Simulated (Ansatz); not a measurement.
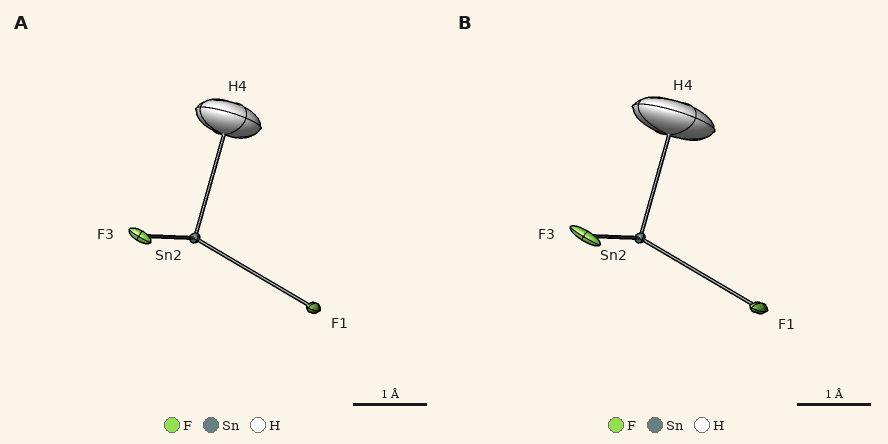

Displacement ellipsoids at the 50 % level, scaled by 1.5, from the internal vibrations of the free molecule (harmonic, no overall translation or rotation; no half-axis is drawn under 0.075 Å). Charge 0, doublet. Vibrations computed with UKS PBE0-D4/def2-TZVP, core potentials on Sn (Ansatz 0.2.0). One panel is for 298 K, the other for 600 K.

### Which panel is for 600 K?

B.

### How much does the mean-square displacement of F1 grow, and why?

U_eq goes from 0.0024 to 0.0043 Å², a factor of 1.8. Modes below kT (417 cm⁻¹ at 600 K) grow about in proportion to T, and the lowest lies at 174 cm⁻¹; the mean-square amplitude of a mode is its zero-point value times coth(ħω/2kT), which comes close to 1 only above about 3kT.
